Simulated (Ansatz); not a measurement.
CH5GeNO (SMILES C[O][Ge][NH2])

Input

```
crystal:
  periodic: [false, false, false]
  atoms:
    - symbol: C
      position_ang: [0.174338, 0.696629, -1.108842]
    - symbol: Ge
      position_ang: [1.171392, -1.336308, 0.648966]
    - symbol: "N"
      position_ang: [-0.380794, -0.793549, 1.443976]
    - symbol: O
      position_ang: [1.141096, -0.250807, -0.782121]
    - symbol: H
      position_ang: [0.454748, 1.192356, -2.053124]
    - symbol: H
      position_ang: [-0.828171, 0.248665, -1.256772]
    - symbol: H
      position_ang: [0.074924, 1.486841, -0.338611]
    - symbol: H
      position_ang: [-1.023698, -0.079549, 1.115769]
    - symbol: H
      position_ang: [-0.695336, -1.210578, 2.313659]
basis:
  gaussian: {orbitals: def2-TZVPD}
hamiltonian: {xc: {name: PBE0}}
output: {forces: true, orbitals: {seedname: orbitals}}
```

Command:

```sh
ansatz run input.yaml --threads 2 --pin off --max-ram 5220MiB --events-out events.jsonl --progress --plain --runs-dir runs
```

Geometry: PBE0-D4/def2-SVP.

Level of theory: Ansatz 0.2.0, isolated molecule in a Gaussian basis; Kohn-Sham density functional theory, functional PBE0.

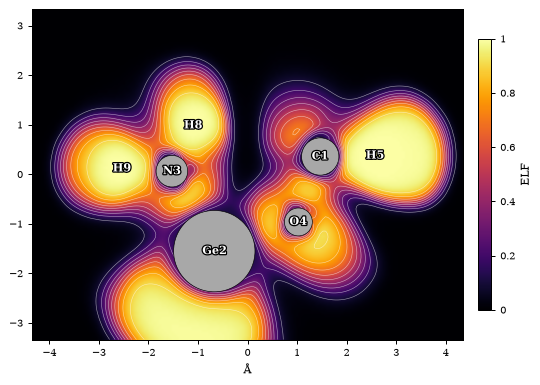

Figure 1. Electron localisation function on the plane of atoms C1, O4 and Ge2. Grey discs cover the atomic cores.

> Describe what can be read from this map.

- The plane passes through C, Ge, N, O and H nuclei.
- C–O (1.39 Å): the ELF peaks at about 0.85 between the atoms, as expected for a polar covalent bond.
- Ge–O (1.80 Å): the ELF peaks at about 0.85 in the valence shell of O, 0.6 Å from its nucleus, and is about 0.35 at the midpoint.
- Ge–N (1.83 Å): the ELF peaks at about 0.90 in the valence shell of N, 0.6 Å from its nucleus, and is about 0.45 at the midpoint.
- N–H (1.01 Å): the ELF climbs to about 1 towards the hydrogen, as it does in any bond to H (an ordinary covalent bond to hydrogen).
- C–H (1.10 Å): the ELF climbs to about 1 towards the hydrogen; an ordinary covalent bond to hydrogen.
- The ELF also peaks beside O4, away from the bonds: lone-pair regions.

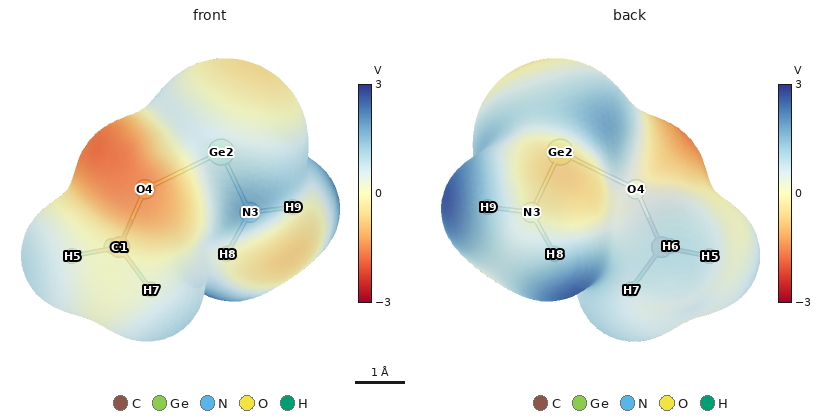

Figure 2. The electrostatic potential painted on the density surface at 0.004 e/bohr³, seen from the front and from behind; red is negative and blue positive.

> Describe the electrostatic potential map.

The most negative region (about −1.7 V, or −39 kcal/mol for a unit charge) lies over O4, the most positive (about +2.6 V, or +60 kcal/mol for a unit charge) over H8 and H9. O4 is the likeliest acceptor of a hydrogen bond.

> How polar is the molecule by this calculation?

Its dipole moment is 2.19 D.

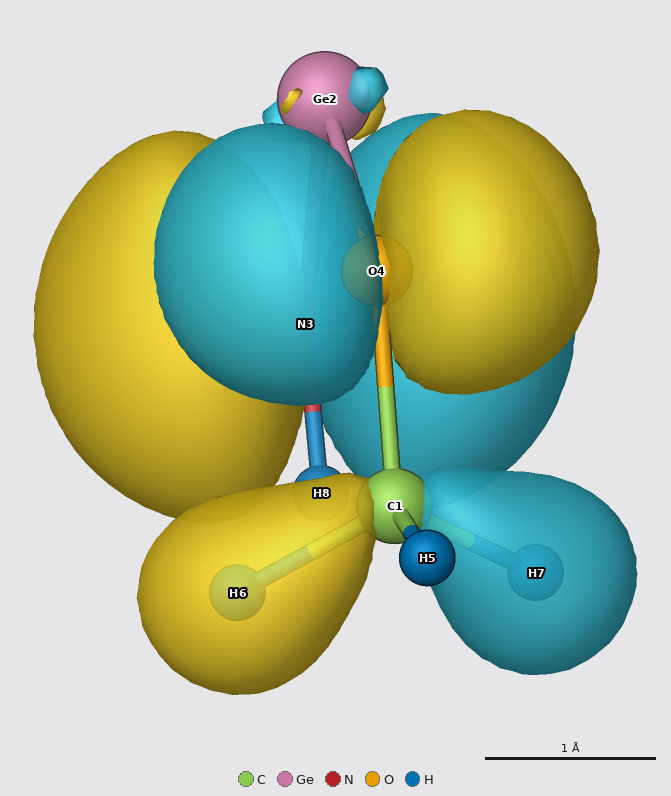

Figure 3. The HOMO−1 at ±0.1 Å⁻³ᐟ² (yellow and cyan are the two phases), seen at an oblique angle.

> What is the character of this orbital?

It lies mainly on N3 (about 45 %), O4 (about 30 %) and Ge2 (about 10 %); largely a combination of lone pairs on N3 and O4. Its energy is −7.68 eV.
